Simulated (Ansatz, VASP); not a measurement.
# Sb (Antimony): VASP beside Ansatz

Wanted: the spread between two codes on one cell, functional and k mesh.

Calculated with Ansatz 0.2.0; plane waves, with VASP 6.6.1 beside it; single point at PBEsol and single point at PBE.

### Step 1. The structure

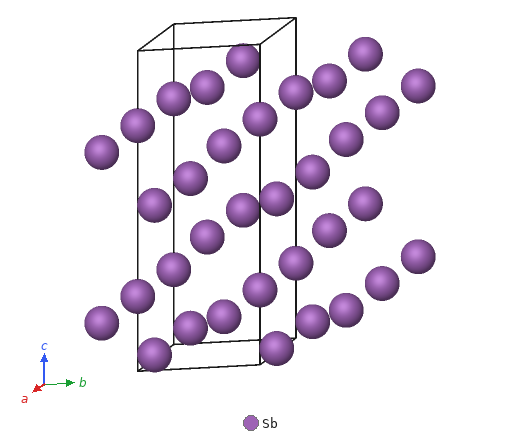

The starting structure, seen slightly off an axis (antimony purple). 2×2×1 cells are drawn. This picture shows the conventional cell, with its axes. Some periodic images of atoms are drawn too.

Structure file:

```xyz
2
Lattice="2.1542 1.2437 3.7580 -2.1542 1.2437 3.7580 0.0000 -2.4875 3.7580" Properties=species:S:1:pos:R:3 pbc="T T T"
Sb    0.0000    0.0000    8.6416
Sb    0.0000    0.0000    2.6324
```

### Step 2. VASP: single point, PBEsol

A single point gives forces, pressure and levels at one fixed geometry, so differences don't come from the geometry; what else differs is listed under the comparison.

Lines of VASP's logs that name or quote its potential files are left out, and so is its time.

The input, INCAR:

```
SYSTEM = Sb
PREC = Accurate
ENCUT = 400
EDIFF = 1E-05
NELM = 100
ISMEAR = 0
SIGMA = 0.05
LREAL = .FALSE.
ALGO = Normal
GGA = PS
NBANDS = 11
LORBIT = 11
LWAVE = .FALSE.
LCHARG = .FALSE.
KPAR = 2
```

The input, POSCAR:

```
Sb
1.0
    2.1542000000      1.2437279499      3.7580000000
   -2.1542000000      1.2437279499      3.7580000000
    0.0000000000     -2.4874558998      3.7580000000
Sb
2
Direct
    0.7665100000      0.7665100000      0.7665100000
    0.2334900000      0.2334900000      0.2334900000
```

The input, KPOINTS:

```
Automatic mesh
0
Gamma
6 6 6
0 0 0
```

PAW data sets: Sb (PBE family, release 64).

The run is started by

```
$ mpirun -np 2 vasp_std
```

Numbers of over 12 decimals in the logs are rounded to 6 here.

The log of the run:

```text
[banner, memory and clock lines left out]
running    2 mpi-ranks, on    1 nodes
 distrk:  each k-point on    1 cores,    2 groups
 distr:  one band on    1 cores,    1 groups

 POSCAR found type information on POSCAR Sb
 POSCAR found :  1 types and       2 ions
|                                                                             |
|               ----> ADVICE to this user running VASP <----                  |
|                                                                             |
|     You enforced a specific xc type in the INCAR file but a different       |
|     [... a line on the potential file left out ...]
|     I HOPE YOU KNOW WHAT YOU ARE DOING!                                     |
|                                                                             |

 LDA part: xc-table for (Slater+PW92), standard interpolation
 POSCAR, INCAR and KPOINTS ok, starting setup
 FFT: planning ... GRIDC
 FFT: planning ... GRID_SOFT
 FFT: planning ... GRID
 WAVECAR not read
 entering main loop
       N       E                     dE             d eps       ncg     rms          rms(c)
DAV:   1     0.279589771867E+02    0.27959E+02   -0.31299E+03   704   0.578E+02
DAV:   2    -0.768751329552E+01   -0.35646E+02   -0.34831E+02   890   0.103E+02
DAV:   3    -0.913513852121E+01   -0.14476E+01   -0.14419E+01   861   0.229E+01
DAV:   4    -0.914585611569E+01   -0.10718E-01   -0.10716E-01   803   0.246E+00
DAV:   5    -0.914598694283E+01   -0.13083E-03   -0.13083E-03   805   0.289E-01    0.291E+00
DAV:   6    -0.913522735739E+01    0.10760E-01   -0.24138E-03   800   0.297E-01    0.174E+00
DAV:   7    -0.912881848739E+01    0.64089E-02   -0.59365E-03   776   0.460E-01    0.527E-02
DAV:   8    -0.912886357853E+01   -0.45091E-04   -0.14355E-04   791   0.854E-02    0.126E-02
DAV:   9    -0.912886905777E+01   -0.54792E-05   -0.68246E-06   595   0.181E-02
   1 F= -.91288691E+01 E0= -.91284637E+01  d E =-.810692E-03
```

Parts of OUTCAR (step 2):

```text
ion  position               nearest neighbor table
   1  0.767  0.767  0.767-   2 2.91   2 2.91   2 2.91   2 3.35   2 3.35   2 3.35
   2  0.233  0.233  0.233-   1 2.91   1 2.91   1 2.91   1 3.35   1 3.35   1 3.35

  LATTYP: Found a trigonal (rhomboedric) cell.
 ALAT       =     4.5066618304
 COS(alpha) =     0.5430253624

 Subroutine GETGRP returns: Found 12 space group operations
 (whereof 12 operations were pure point group operations)

The static configuration has the point symmetry D_3d.

 Found     32 irreducible k-points:

   k-points           NKPTS =     32   k-points in BZ     NKDIM =     32   number of bands    NBANDS=     11

   dimension x,y,z NGX =    30 NGY =   30 NGZ =   30
   dimension x,y,z NGXF=    60 NGYF=   60 NGZF=   60

   ENCUT  =  400.0 eV  29.40 Ry    5.42 a.u.   7.35  7.35  7.35*2*pi/ulx,y,z

   NELECT =      10.0000    total number of electrons

 k-points in reciprocal lattice and weights: Automatic mesh
   0.00000000  0.00000000  0.00000000       0.005
   0.16666667 -0.00000000 -0.00000000       0.028
   0.33333333 -0.00000000 -0.00000000       0.028
   0.50000000 -0.00000000  0.00000000       0.014
   0.16666667  0.16666667 -0.00000000       0.028
   0.33333333  0.16666667  0.00000000       0.056
   0.50000000  0.16666667 -0.00000000       0.056
  -0.33333333  0.16666667  0.00000000       0.056
  -0.16666667  0.16666667  0.00000000       0.028
[...]
-0.33333333  0.50000000  0.33333333       0.028
   0.50000000  0.50000000  0.50000000       0.005

 average (electrostatic) potential at core
       1 -85.6821       2 -85.6821

 E-fermi :   7.1854

 k-point     1 :       0.0000    0.0000    0.0000
  band No.  band energies     occupation
      1      -5.6004      2.00000
      2       2.3235      2.00000
      3       5.0749      2.00000
      4       5.3480      2.00000
      5       5.3480      2.00000
      6       9.1971      0.00000
      7       9.8292      0.00000
      8       9.8292      0.00000
      9      12.1969      0.00000
     10      12.1969      0.00000
    ...

 k-point     2 :       0.1667   -0.0000   -0.0000
  band No.  band energies     occupation
      1      -5.2940      2.00000
      2       1.1467      2.00000
      3       5.1162      2.00000
      4       5.2812      2.00000
      5       5.7685      2.00000
      6       8.9118      0.00000
      7       9.1144      0.00000
      8       9.1663      0.00000
      9      11.6163      0.00000
     10      12.1442      0.00000
    ...

 k-point     3 :       0.3333   -0.0000   -0.0000
  band No.  band energies     occupation
      1      -4.3934      2.00000
      2      -0.9042      2.00000
      3       5.1896      2.00000
      4       5.2059      2.00000
      5       6.2966      2.00000
      6       7.8071      0.00000
      7       7.8835      0.00000
      8       8.0895      0.00000
      9      12.7231      0.00000
     10      13.5423      0.00000
    ...

  Total        0.1602285      0.1602285      0.0160812     -0.0000000      0.0000000      0.0000000
  in kB        4.2494329      4.2494329      0.4264917     -0.0000000      0.0000000      0.0000000
  external PRESSURE =       2.9751192 kB  Pullay stress =       0.0000000 kB

  energy-cutoff  :      400.00
  volume of cell :       60.41
      direct lattice vectors                 reciprocal lattice vectors
     2.154200000  1.243727950  3.758000000     0.232104726  0.134005726  0.088699663
    -2.154200000  1.243727950  3.758000000    -0.232104726  0.134005726  0.088699663
     0.000000000 -2.487455900  3.758000000     0.000000000 -0.268011452  0.088699663

 POSITION                                       TOTAL-FORCE (eV/Angst)
 -----------------------------------------------------------------------------------
      0.00000      0.00000      8.64163         0.000000     -0.000000     -0.062806
      0.00000      0.00000      2.63237         0.000000      0.000000      0.062806
 -----------------------------------------------------------------------------------
    total drift:                                0.000000      0.000000     -0.000000

  FREE ENERGIE OF THE ION-ELECTRON SYSTEM (eV)
  ---------------------------------------------------
  free  energy   TOTEN  =        -9.1288690578 eV

  energy  without entropy=       -9.1280583658  energy(sigma->0) =       -9.12846371

 total charge
# of ion       s       p       d       tot
------------------------------------------
    1        1.218   1.146   0.035   2.399
    2        1.218   1.146   0.035   2.399
--------------------------------------------------
tot          2.435   2.292   0.071   4.798

[... 3 further parts left out ...]
```

The run ends at a pressure of 0.30 GPa, with forces up to 0.063 eV/Å.

### Step 3. Ansatz: single point, PBEsol

Ansatz runs on its default PAW (the set named soft_2) files.

The same cell, functional, mesh and smearing now go to Ansatz, which takes its cutoff from its data sets.

The input, input.yaml:

```yaml
crystal:
  lattice:
    - [2.1542, 1.2437279499, 3.758]
    - [-2.1542, 1.2437279499, 3.758]
    - [0.0, -2.4874558998, 3.758]
  atoms:
    - { symbol: Sb, position: [0.76651, 0.76651, 0.76651] }
    - { symbol: Sb, position: [0.23349, 0.23349, 0.23349] }
hamiltonian:
  xc: pbesol
  pseudopotentials: { kind: paw }
kpoints:
  mp_grid: { grid: [6, 6, 6] }
scf:
  occupations: { method: gaussian, width: 0.05 }
  n_extra_bands: 4
output:
  forces: true
  stress: true
  eigenvalues: true
```

The run is started by

```
$ ansatz run input.yaml --threads 2 --pin off --max-ram 4608MiB --backend cpu --events-out ev --progress --plain --runs-dir out
```

The log of the run:

```text
scf.n_extra_bands = 4 over 15 filled bands (N_el = 30.0): the run solves 19 bands
Engine: ansatz 0.2.0, aarch64-unknown-linux-gnu
Pseudopotentials: kind: paw
Pseudopotential: Sb, paw, valence charge 15, recommended cutoff 420 eV (normal), Sb.paw.azcp
Functional definition: PBEsol
  exchange = pbesol_x
  correlation = pbesol_c
Crystal: 2 atoms, lattice volume = 60.411 Å³
Basis set: ecut = 420 eV, 1195 PW (Γ), exchange–correlation on 64×64×64 points (8 copies of the dense FFT grid, shifted against one another)
Bands: 19, of which v1, the nominal top of the filled ones, is band 15 counted from 1 (14 counted from 0)
Symmetry: 12 space group operations
Space group: R-3m (ITA 166), of the structure as read, at distance tolerance 3.9e-5 Å
k-points: 32 of 216
Non-local potential: Sb, projectors of the file, l = 0: 2, l = 1: 2, l = 2: 2, l = 3: 2
PAW form: soft (Blöchl's): semilocal exchange-correlation on the pseudo side does not see the compensation charge
PAW frozen core: Sb, regenerated for the run's functional, and the local potential with it (the file was generated under x = pbe(κ = 0.804, μ = 0.219515), c = pbe(β = 0.066725))
PAW one-centre angular grid: Sb, 590 points (default); XC on 64 Gauss nodes
Initial density: superposition of atomic densities (neutral atoms: chi_scale 0, normalization atom), corrected by the library's trained network
Initial wavefunctions: pseudopotential atomic-orbital guess
Functional: x = pbesol(κ = 0.804, μ = 0.123457), c = pbesol(β = 0.046)
SCF iter   1: F=—  HF=-12816.187141 eV  |F-HF|=—  |Δ(HF+E_count)|=         —  Δρ=2.53e-3  dr2=2.21e-3  ethr=1.77e-3  ⟨swp⟩=6.2  Hψ=3182  notcnv=0
preconditioner: auto → none  [insulator: Δε(μ)=0.284 eV  Ē_g=8.669 eV  σ=0.050 eV  W_gap=0.51  n_scr=14 (ndim 8)  ℏωp=15.1 eV  f_vac=0.002  D(μ)=0.66/eV (n_scr^D=0)  ε∞_Penn≈4.0]
SCF iter   2: F=—  HF=-12816.184829 eV  |F-HF|=—  |Δ(HF+E_count)|=   2.31e-3  Δρ=1.31e-3  dr2=5.31e-4  ethr=7.37e-6  ⟨swp⟩=2.9  Hψ=1402  notcnv=0
SCF iter   3: F=—  HF=-12816.184842 eV  |F-HF|=—  |Δ(HF+E_count)|=   1.33e-5  Δρ=5.38e-4  dr2=2.13e-4  ethr=1.77e-6  ⟨swp⟩=2.0  Hψ=1089  notcnv=0
SCF iter   4: F=—  HF=-12816.184746 eV  |F-HF|=—  |Δ(HF+E_count)|=   9.66e-5  Δρ=1.47e-4  dr2=1.16e-5  ethr=7.09e-7  ⟨swp⟩=2.0  Hψ=1088  notcnv=0
SCF iter   5: F=—  HF=-12816.184745 eV  |F-HF|=—  |Δ(HF+E_count)|=   6.17e-7  Δρ=1.47e-4  dr2=7.93e-6  ethr=3.87e-8  ⟨swp⟩=2.0  Hψ=1089  notcnv=0
SCF iter   6: F=—  HF=-12816.184741 eV  |F-HF|=—  |Δ(HF+E_count)|=   4.41e-6  Δρ=5.69e-5  dr2=1.20e-6  ethr=2.64e-8  ⟨swp⟩=2.0  Hψ=928  notcnv=0
SCF iter   7: F=-12816.184740 eV  HF=-12816.184740 eV  |F-HF|=4.50e-8  |Δ(HF+E_count)|=   7.22e-7  Δρ=1.12e-5  dr2=3.90e-8  ethr=3.33e-10  ⟨swp⟩=3.7  Hψ=2812  notcnv=0
SCF 1 converged in 7 iterations: F = -12816.184740 eV  dr2 = 3.90e-8
  greatest PAW one-centre occupation: 0.996 electrons in one spin orbital (limit 2), on the Sb atom at site 1 (counted from 0), in its partial waves of l = 2
SCF converged after 7 iterations
Free energy (F): -12816.184740 eV
Harris-Foulkes:  -12816.184740 eV  (|F-HF|=4.50e-8)
Internal energy: -12816.183927 eV  (E = F + TS)
E sigma→0 (E₀):  -12816.184334 eV
Entropy (-TS):   -0.000813 eV (-0.406 meV/atom)
Fermi energy:    9.979542 eV
--- Per-component energies (eV) ---
  E_band       = -341.532400
  E_kinetic    = 414.882053
  E_local      = -3198.115807  (includes V_loc(G=0)·N_el)
  E_nonlocal   = 728.046635
  E_hartree    = 1447.316446
  E_xc         = -275.096013
  E_vxc        = -193.385262  (∫ρ·V_xc dr)
  E_paw        = -8999.010898  (= ΣΔE_a)
  E_vpaw       = -987.606098  (= ΣTr[D̂ρ^β])
  E_aug_tail   = -0.000004  (compensation charges beyond the density's cutoff)
  E_ewald      = -2934.870052
  E_core_change = 0.663714  (= ΣΔE_core)
  E_smearing   = -0.000813  (= −TS)
  E_closure    = -0.000000  (closes the sum)
  Σ components = -12816.184740   (vs F -12816.184740, Δ=0.00e0)
--- Forces (eV/Å), atoms counted from 1 ---
  atom   1  Sb     0.00000000     0.00000000    -0.00815144
  atom   2  Sb     0.00000000    -0.00000000     0.00815144
  max |Σ_I F_I| component: 4.63e-18 eV/Å
--- Stress (GPa, compression-positive) ---
        0.215932      -0.000000       0.000000
        0.000000       0.215932       0.000000
        0.000000       0.000000      -0.093444
  P = ⅓ Tr σ = 0.1128 GPa (1.128 kbar)
--- Band table (eV; the first three rows and the last of 32) ---
  k-point 0: bands = [... 11 lower, 5.0844, 7.8701, 8.1497, 8.1497, 12.0168, 12.6295, 12.6295, 15.0482]
  k-point 1: bands = [... 11 lower, 3.9232, 7.9139, 8.0849, 8.5574, 11.7179, 11.9090, 11.9602, 14.4511]
  k-point 2: bands = [... 11 lower, 1.8854, 7.9870, 8.0137, 9.0832, 10.6034, 10.6757, 10.8785, 15.5568]
  k-point 31: bands = [... 11 lower, 0.9163, 8.6350, 8.6350, 9.4391, 10.0577, 10.0577, 11.0073, 16.8938]
```

Wall time 2.3 s (2 threads of Arm Neoverse N1, shared host); peak memory 0.33 GiB; 4 s of CPU time.

Reading the cycles: dr2 is the Hartree energy of the density residual (eV), the measure of convergence; HF is the Harris–Foulkes estimate of the energy, which meets the free energy F at convergence.

The run ends at a pressure of 0.11 GPa, with forces up to 0.0082 eV/Å.

### Step 4. Side by side

Known differences besides the PAW data sets themselves: the data sets hold 30 valence electrons in Ansatz (default PAW (the set named soft_2) files) and 10 in VASP; the cutoff is 420 eV in Ansatz and 400 eV in VASP; Ansatz makes its cores anew for this functional, VASP keeps those of its PBE data sets; VASP leaves aspherical gradient terms in its spheres out (LASPH is not set), Ansatz keeps them. Total energies have different zeros and are not compared.

Compared:

```tsv
quantity	Ansatz	VASP	difference
pressure (GPa)	0.11	0.30	-0.18
```

Forces (eV/Å; atoms numbered as in POSCAR):

```tsv
atom	Ansatz x, y, z	VASP x, y, z
Sb1	0.000, 0.000, -0.008	0.000, 0.000, -0.063
Sb2	0.000, 0.000, 0.008	0.000, 0.000, 0.063
```

The forces differ by 32 meV/Å r.m.s., which is 87.0 % of the r.m.s. force of 0.04 eV/Å (both taken over all components).

### Step 5. Looking for the cause

The difference is large enough to ask for its cause, so further runs change the set-up of one program at a time, as the table lists.

```tsv
run	r.m.s. force difference (meV/Å)
as above	32
cores kept as stored, as VASP does, whose cores stay as stored	32
Ansatz's all-electron LAPW method	32
Ansatz's larger PAW set (cutoff 430 eV)	31
norm-conserving potentials (cutoff 1088 eV)	27
```

(Part 1 of 2 ends here.)

[Lines on the potential files, build, host, timing and source positions are cut from VASP's logs without a mark.]

[Logs are printed without paths, hosts, clocks, repeated set-up lines and the standing remarks that a program may print on its own settings, such as how far it seeks lower states.]

[Hosts, paths, dates, database ids (printed as entryN), source tags and the programs' standing remarks are cut or masked in the printed files.]
